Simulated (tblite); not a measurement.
## Geometry relaxation of B$_{3}$SiH$_{4}$O$_{3}$ (part 1 of 2)

B$_{3}$SiH$_{4}$O$_{3}$, multiplicity 2, SMILES [SiH2]B1OBOBO1, computed with GFN2-xTB geometry optimisation, gas phase (tblite 0.8.0).

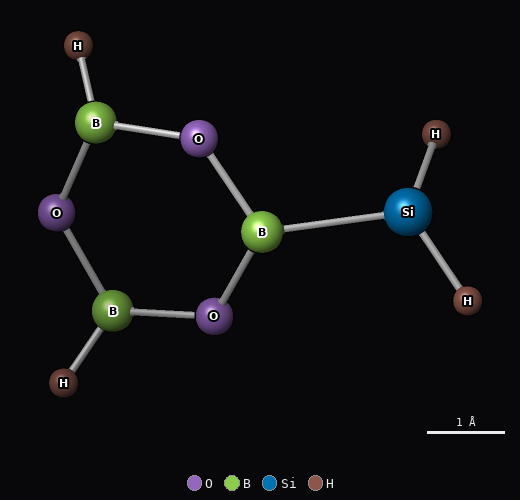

*The input geometry (ball-and-stick view, seen on its broad side).*

### Input file
```
{"job": {"kind": "relax", "xc": "GFN2-xTB", "basis": "xTB"}, "charge": 0, "multiplicity": 2}
O     -1.240134    -0.586420    -1.030372
B     -2.219929    -1.637666    -0.611951
O     -1.866546    -2.368242     0.651521
B     -0.646455    -2.097414     1.499128
O      0.225160    -1.003875     0.969302
B      0.021031    -0.225152    -0.275706
Si     0.424744     1.689518    -0.182117
H     -2.676799    -2.283884    -1.447036
H     -0.819437    -2.142722     2.618761
H      0.046986     2.350870     0.995423
H      0.316428     2.396082    -1.393583
```

The first line tells a small driver script what to run in tblite; the rest is the geometry in Å.

Launched with:
```bash
OMP_NUM_THREADS=1 python <driver script> task.json out
```

### Output
```
step      E/eV     max force
  0    -538.29798    5.892
  1    -539.56578    3.474
  2    -540.53463    2.528
  3    -540.71468    1.365
  4    -540.86176    0.778
  5    -540.89707    0.519
  6    -540.92830    0.536
  7    -540.94108    0.536
  8    -540.99681    0.674
  9    -541.04875    0.685
 10    -541.10353    0.825
 11    -541.14160    0.534
 12    -541.16755    0.411
 13    -541.18322    0.370
 14    -541.19920    0.325
 15    -541.20805    0.339
 16    -541.21412    0.235
 17    -541.21918    0.215
 18    -541.22551    0.296
 19    -541.23463    0.333
 20    -541.24647    0.312
 21    -541.26128    0.401
 22    -541.27830    0.378
 23    -541.29366    0.305
 24    -541.30527    0.341
 25    -541.31307    0.319
 26    -541.32061    0.271
 27    -541.32675    0.210
 28    -541.33473    0.194
 29    -541.33740    0.173
 30    -541.33960    0.085
 31    -541.34037    0.106
 32    -541.34103    0.109
 33    -541.34162    0.072
 34    -541.34212    0.048
 35    -541.34236    0.046
 36    -541.34259    0.043
 37    -541.34286    0.048
 38    -541.34315    0.049
 39    -541.34340    0.043
 40    -541.34361    0.044
 41    -541.34382    0.047
 42    -541.34407    0.054
 43    -541.34438    0.054
 44    -541.34470    0.049
 45    -541.34496    0.032
 46    -541.34511    0.026
 47    -541.34521    0.024
 48    -541.34531    0.030
 49    -541.34546    0.038
 50    -541.34572    0.043
 51    -541.34605    0.045
 52    -541.34634    0.040
 53    -541.34648    0.027
 54    -541.34654    0.023
 55    -541.34659    0.016
 56    -541.34663    0.018
 57    -541.34667    0.018
 58    -541.34671    0.018
 59    -541.34676    0.018
 60    -541.34681    0.016
 61    -541.34684    0.011
 62    -541.34685    0.008
```

### Trajectory as extended XYZ (Å, eV, eV/Å), 32 frames, from step=0 to step=62
```
11
Properties=species:S:1:pos:R:3:forces:R:3 step=0 energy=-538.29798
O    -1.2401   -0.5864   -1.0304   -0.0290  -1.5060   1.8150
B    -2.2199   -1.6377   -0.6120    5.2920  -0.0330   1.7280
O    -1.8665   -2.3682    0.6515    1.4830   1.8080  -0.6970
B    -0.6465   -2.0974    1.4991   -1.7610   3.7320  -4.2060
O     0.2252   -1.0039    0.9693   -1.5560  -1.3820  -0.8820
B     0.0210   -0.2252   -0.2757   -3.0700  -1.4420   1.9470
Si    0.4247    1.6895   -0.1821    0.1890  -2.5760  -0.4870
H    -2.6768   -2.2839   -1.4470   -0.8550   0.3200  -0.0410
H    -0.8194   -2.1427    2.6188    0.4480  -0.6860   0.6870
H     0.0470    2.3509    0.9954   -0.0630   0.8180   1.0480
H     0.3164    2.3961   -1.3936   -0.0780   0.9470  -0.9120
11
Properties=species:S:1:pos:R:3:forces:R:3 step=2 energy=-540.53463
O    -1.2317   -0.6533   -0.9429    0.8030   0.7470  -0.3610
B    -1.9985   -1.6671   -0.5674   -0.6970  -1.8470  -1.5790
O    -1.7953   -2.2814    0.6175   -0.6010  -0.3850   0.0750
B    -0.7379   -1.9343    1.3669   -0.6520  -0.1990   2.3990
O     0.1551   -1.0615    0.9220    0.8860   0.6950  -0.3430
B    -0.1240   -0.2844   -0.1865   -0.5630   0.7970   0.4230
Si    0.4241    1.5862   -0.1998   -0.3800  -0.1850  -0.0840
H    -2.7034   -2.2485   -1.4232    0.4270   0.8730   1.0290
H    -0.7904   -2.1738    2.6043    0.3520  -0.0800  -1.4810
H     0.0528    2.3776    1.0231    0.4030  -0.2420  -0.5550
H     0.3141    2.4316   -1.4206    0.0230  -0.1750   0.4770
11
Properties=species:S:1:pos:R:3:forces:R:3 step=4 energy=-540.86176
O    -1.2135   -0.6476   -0.9475   -0.2970  -0.4280  -0.3710
B    -1.9778   -1.7283   -0.6170    0.7490   0.0910   0.1910
O    -1.8083   -2.2845    0.6181   -0.0640  -0.0130   0.0960
B    -0.7681   -1.9079    1.4207   -0.0420   0.3820  -0.5330
O     0.1703   -1.0543    0.9160   -0.2360  -0.0670   0.5640
B    -0.1649   -0.2577   -0.1571   -0.1600   0.2460   0.2360
Si    0.4095    1.5662   -0.2065   -0.1990   0.2970  -0.0080
H    -2.6945   -2.2134   -1.3855   -0.3030   0.0070  -0.1540
H    -0.7731   -2.1829    2.5523    0.1790  -0.2550   0.0560
H     0.0710    2.3720    1.0046    0.3690  -0.1370  -0.4020
H     0.3144    2.4295   -1.4047    0.0050  -0.1230   0.3260
11
Properties=species:S:1:pos:R:3:forces:R:3 step=6 energy=-540.92830
O    -1.2118   -0.6643   -0.9633    0.2770  -0.1090  -0.1030
B    -1.9343   -1.7525   -0.6270   -0.1830  -0.0470  -0.0160
O    -1.8136   -2.2833    0.6218   -0.0210  -0.0060  -0.0150
B    -0.7861   -1.8799    1.4152    0.0380  -0.2340   0.0580
O     0.1619   -1.0477    0.9352   -0.2350   0.4600   0.1440
B    -0.1942   -0.2408   -0.1321   -0.0430  -0.0100  -0.0400
Si    0.3936    1.5675   -0.2100   -0.1210  -0.0340  -0.0230
H    -2.7064   -2.1986   -1.3777   -0.0830  -0.0570  -0.0930
H    -0.7563   -2.2013    2.5360    0.0900  -0.1970   0.0890
H     0.0976    2.3664    0.9808    0.2900   0.1480   0.0040
H     0.3146    2.4256   -1.3855   -0.0090   0.0860  -0.0070
11
Properties=species:S:1:pos:R:3:forces:R:3 step=8 energy=-540.99681
O    -1.1800   -0.7037   -0.9998    0.3150  -0.1760   0.1910
B    -1.9137   -1.7777   -0.6404   -0.5100   0.0370  -0.1490
O    -1.8236   -2.2862    0.6252    0.1820   0.0210  -0.1720
B    -0.7944   -1.8819    1.4166    0.0640  -0.1830   0.4110
O     0.1174   -0.9822    0.9863   -0.4280   0.2170   0.0170
B    -0.2257   -0.2190   -0.1146   -0.0560  -0.2350  -0.2530
Si    0.3592    1.5704   -0.2171   -0.0020  -0.2540  -0.0950
H    -2.7306   -2.1923   -1.3837    0.1950  -0.0280   0.0990
H    -0.7260   -2.2490    2.5309    0.0260  -0.1630  -0.1070
H     0.1686    2.3805    0.9543    0.2260   0.4290   0.4680
H     0.3137    2.4322   -1.3643   -0.0120   0.3350  -0.4100
11
Properties=species:S:1:pos:R:3:forces:R:3 step=10 energy=-541.10353
O    -1.1036   -0.7938   -1.0571   -0.0150  -0.2080   0.3950
B    -1.9100   -1.8097   -0.6635   -0.2640   0.1380  -0.0110
O    -1.8274   -2.2917    0.6203    0.3550  -0.1000  -0.1940
B    -0.7995   -1.8992    1.4342   -0.0870   0.3370   0.4100
O    -0.0042   -0.8472    1.0893   -0.6270  -0.5200  -0.1270
B    -0.2817   -0.2001   -0.1034    0.0110  -0.3310  -0.1890
Si    0.2945    1.5715   -0.2332    0.0430   0.3400   0.1140
H    -2.7656   -2.1900   -1.3969    0.3840   0.0060   0.2590
H    -0.6692   -2.3510    2.5233   -0.0330  -0.0780  -0.4050
H     0.3206    2.4348    0.9346    0.2270   0.1240   0.2360
H     0.3112    2.4676   -1.3543    0.0060   0.2920  -0.4880
11
Properties=species:S:1:pos:R:3:forces:R:3 step=12 energy=-541.16755
O    -1.0759   -0.8340   -1.0598   -0.1430   0.0760  -0.0220
B    -1.9203   -1.8141   -0.6652    0.1930   0.0040   0.2690
O    -1.8121   -2.3010    0.6090   -0.0010  -0.3330   0.0450
B    -0.8106   -1.8929    1.4557   -0.4010   0.0650  -0.0660
O    -0.0764   -0.8185    1.1171   -0.0350  -0.0330  -0.0540
B    -0.2978   -0.2070   -0.1078    0.1760   0.1890   0.0250
Si    0.2737    1.5869   -0.2344   -0.0250   0.3390   0.0050
H    -2.7606   -2.1918   -1.3916    0.1070  -0.0650   0.0700
H    -0.6514   -2.3925    2.5052   -0.0290  -0.1090  -0.1330
H     0.3861    2.4612    0.9413    0.1630  -0.1080  -0.0460
H     0.3103    2.4947   -1.3762   -0.0060  -0.0260  -0.0920
11
Properties=species:S:1:pos:R:3:forces:R:3 step=14 energy=-541.19920
O    -1.0613   -0.8563   -1.0631   -0.0270   0.3110   0.0930
B    -1.9102   -1.8243   -0.6558    0.1490  -0.0660   0.0530
O    -1.8046   -2.3300    0.6053   -0.1890  -0.2420   0.0790
B    -0.8458   -1.8818    1.4692   -0.0510  -0.1270  -0.1580
O    -0.1308   -0.7952    1.1354    0.0580   0.2030  -0.0260
B    -0.3050   -0.1957   -0.1055    0.0510   0.2130   0.0460
Si    0.2542    1.6158   -0.2367   -0.0600   0.0360  -0.0630
H    -2.7510   -2.1941   -1.3803    0.0280  -0.1060  -0.0090
H    -0.6379   -2.4322    2.4795   -0.0660  -0.0370   0.0340
H     0.4483    2.4729    0.9400    0.1200  -0.0980  -0.0720
H     0.3091    2.5119   -1.3946   -0.0120  -0.0890   0.0240
11
Properties=species:S:1:pos:R:3:forces:R:3 step=16 energy=-541.21412
O    -1.0623   -0.8455   -1.0545   -0.1070   0.1410   0.1490
B    -1.8970   -1.8312   -0.6492   -0.0020  -0.0190  -0.0940
O    -1.8100   -2.3563    0.6073   -0.0150   0.0490  -0.0620
B    -0.8637   -1.8805    1.4677    0.1960  -0.0980  -0.0840
O    -0.1496   -0.7840    1.1383   -0.0550   0.0450   0.0740
B    -0.3037   -0.1791   -0.1017   -0.1030   0.0590   0.0870
Si    0.2448    1.6331   -0.2402   -0.0370  -0.1050  -0.0650
H    -2.7411   -2.2007   -1.3734    0.0750  -0.0890  -0.0370
H    -0.6384   -2.4472    2.4667   -0.0690   0.0320   0.0570
H     0.4780    2.4694    0.9355    0.1270   0.0020   0.0100
H     0.3080    2.5133   -1.4031   -0.0110  -0.0180  -0.0340
11
Properties=species:S:1:pos:R:3:forces:R:3 step=18 energy=-541.22551
O    -1.0703   -0.8278   -1.0391   -0.2030  -0.0550   0.0130
B    -1.8885   -1.8367   -0.6507   -0.0870   0.0610  -0.0590
O    -1.8143   -2.3700    0.6048    0.2290   0.1520  -0.1110
B    -0.8604   -1.8892    1.4590    0.0870   0.0060   0.0510
O    -0.1673   -0.7703    1.1473   -0.0440  -0.1480   0.1200
B    -0.3113   -0.1637   -0.0917   -0.1960  -0.0570   0.1470
Si    0.2353    1.6395   -0.2460    0.0450   0.0200   0.0400
H    -2.7304   -2.2131   -1.3739    0.1010  -0.0670  -0.0830
H    -0.6433   -2.4554    2.4635   -0.0330   0.0600  -0.0130
H     0.5093    2.4659    0.9299    0.1140   0.0060  -0.0240
H     0.3063    2.5120   -1.4098   -0.0140   0.0220  -0.0810
11
Properties=species:S:1:pos:R:3:forces:R:3 step=20 energy=-541.24647
O    -1.0982   -0.7986   -1.0104   -0.1660  -0.0600  -0.2250
B    -1.8817   -1.8432   -0.6578   -0.1030   0.1170   0.0660
O    -1.8014   -2.3845    0.5904    0.3050  -0.0420  -0.0450
B    -0.8499   -1.9064    1.4489   -0.2160   0.1300   0.1840
O    -0.2067   -0.7511    1.1755    0.1510  -0.1480   0.0820
B    -0.3458   -0.1399   -0.0595   -0.2090   0.0100   0.1110
Si    0.2205    1.6527   -0.2531    0.1120   0.0960   0.1310
H    -2.7025   -2.2435   -1.3840    0.0270  -0.0670  -0.1920
H    -0.6539   -2.4691    2.4569    0.0520  -0.0020   0.0060
H     0.5833    2.4619    0.9168    0.0760  -0.0050  -0.1140
H     0.3014    2.5129   -1.4302   -0.0290  -0.0290  -0.0060
11
Properties=species:S:1:pos:R:3:forces:R:3 step=22 energy=-541.27830
O    -1.1590   -0.7472   -0.9739   -0.0630   0.0900  -0.1260
B    -1.8762   -1.8482   -0.6672   -0.0670   0.0760   0.0730
O    -1.7572   -2.4170    0.5620    0.1140  -0.2610  -0.0370
B    -0.8518   -1.9207    1.4490   -0.2920   0.1570   0.1800
O    -0.2595   -0.7326    1.2239    0.1970   0.1110  -0.1180
B    -0.4221   -0.0959    0.0031   -0.0750   0.1240  -0.1140
Si    0.2048    1.6796   -0.2550    0.0810  -0.0650   0.1360
H    -2.6500   -2.2991   -1.4134   -0.0030  -0.0220  -0.2090
H    -0.6679   -2.4922    2.4444    0.1260  -0.1140   0.1950
H     0.7134    2.4538    0.8854    0.0360   0.0380  -0.1590
H     0.2905    2.5106   -1.4650   -0.0530  -0.1350   0.1780
11
Properties=species:S:1:pos:R:3:forces:R:3 step=24 energy=-541.30527
O    -1.2293   -0.6902   -0.9436   -0.1120   0.0670   0.1430
B    -1.8767   -1.8453   -0.6735    0.0020  -0.0780  -0.0280
O    -1.7068   -2.4563    0.5329   -0.0370  -0.0820  -0.0530
B    -0.8681   -1.9201    1.4608   -0.0530  -0.0130   0.0420
O    -0.2826   -0.7245    1.2511   -0.0740   0.2550  -0.2140
B    -0.4932   -0.0516    0.0515    0.1070   0.0080  -0.2380
Si    0.2032    1.6960   -0.2452   -0.0390  -0.2210  -0.0110
H    -2.5986   -2.3477   -1.4523    0.0970   0.1200  -0.0460
H    -0.6767   -2.5084    2.4472    0.0800  -0.0490   0.1840
H     0.8168    2.4444    0.8467    0.0900   0.1460  -0.0300
H     0.2770    2.4949   -1.4822   -0.0600  -0.1530   0.2520
11
Properties=species:S:1:pos:R:3:forces:R:3 step=26 energy=-541.32061
O    -1.2646   -0.6687   -0.9313   -0.1540   0.0190   0.0700
B    -1.8792   -1.8449   -0.6764    0.0620  -0.1140  -0.0160
O    -1.6852   -2.4728    0.5209   -0.0550   0.0600   0.0540
B    -0.8804   -1.9136    1.4713    0.2020  -0.0430  -0.0740
O    -0.2865   -0.7154    1.2450   -0.2700  -0.0230  -0.0030
B    -0.5132   -0.0381    0.0518    0.0850  -0.1920  -0.0940
Si    0.2077    1.6880   -0.2347   -0.0230  -0.1050  -0.0500
H    -2.5770   -2.3550   -1.4743    0.0940   0.1180   0.0230
H    -0.6725   -2.5128    2.4628   -0.0230   0.1540  -0.0670
H     0.8481    2.4479    0.8252    0.1330   0.1650   0.0820
H     0.2678    2.4765   -1.4669   -0.0500  -0.0400   0.0750
11
Properties=species:S:1:pos:R:3:forces:R:3 step=28 energy=-541.33473
O    -1.3062   -0.6460   -0.9123   -0.1010  -0.1260  -0.1000
B    -1.8770   -1.8501   -0.6785    0.0460   0.0020   0.0580
O    -1.6710   -2.4848    0.5130    0.0340  -0.0110   0.0250
B    -0.8720   -1.9196    1.4691   -0.0360   0.0070  -0.0880
O    -0.3165   -0.7056    1.2489   -0.0280  -0.0870   0.1000
B    -0.5280   -0.0350    0.0535   -0.0290  -0.0520   0.0400
Si    0.2088    1.6822   -0.2279    0.1100   0.0490   0.1520
H    -2.5493   -2.3621   -1.4923    0.0330   0.0630   0.0090
H    -0.6751   -2.5076    2.4690    0.0050   0.1310  -0.0890
H     0.8946    2.4576    0.8098    0.0090  -0.0040  -0.0710
H     0.2567    2.4621   -1.4590   -0.0440   0.0280  -0.0370
```
